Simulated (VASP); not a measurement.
Band structure of PtSe (relaxed from the zinc blende structure, space group F-43m). All values below come from PBEsol GGA, VASP's PBE PAW potentials (set 64) (plane waves; VASP 6.6.1).

Unless said otherwise, spin-orbit coupling is left out, though it shifts the bands of the heavy elements here.

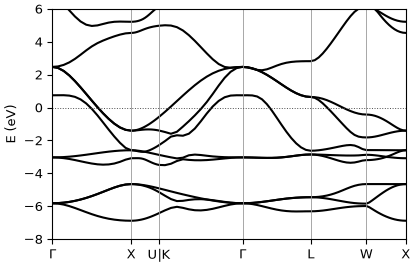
Figure: Bands along high-symmetry lines, zero at the valence-band maximum or, without a gap, the Fermi level

Q: Read the plot: is there a gap, and where are the band edges?

A: It has no gap at this level: it comes out as a metal or semimetal. (Edges off the drawn lines would not show.)

The structure was generated: PtSe was put into the zinc blende type (F-43m), which need not be its known phase. It was relaxed first, which changed the volume by -14 %.
